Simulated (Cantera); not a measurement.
Input: 1 mol Si, 0.34 mol H2, held at 0.140 bar.

Cantera equilibrium calculation (NASA polynomials, part measured and part estimated; ideal gas, pure solids and liquids). Candidate condensed phases: Si; 9 gas species. Gases not in the tables: Si2H6 and higher silanes. Kinetics and transport are ignored.

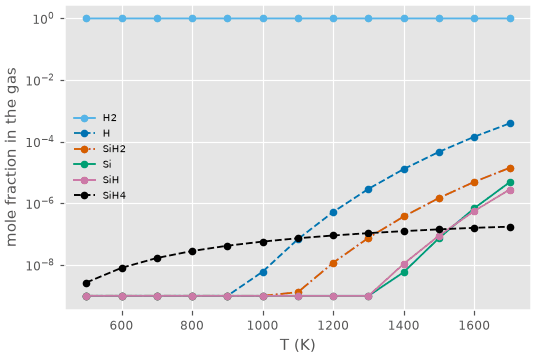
Figure: Equilibrium gas composition (values under 1e-9 drawn at 1e-9)

From 500 K to 1600 K the condensed part is Si(s). At 1700 K the condensed part is Si(l).
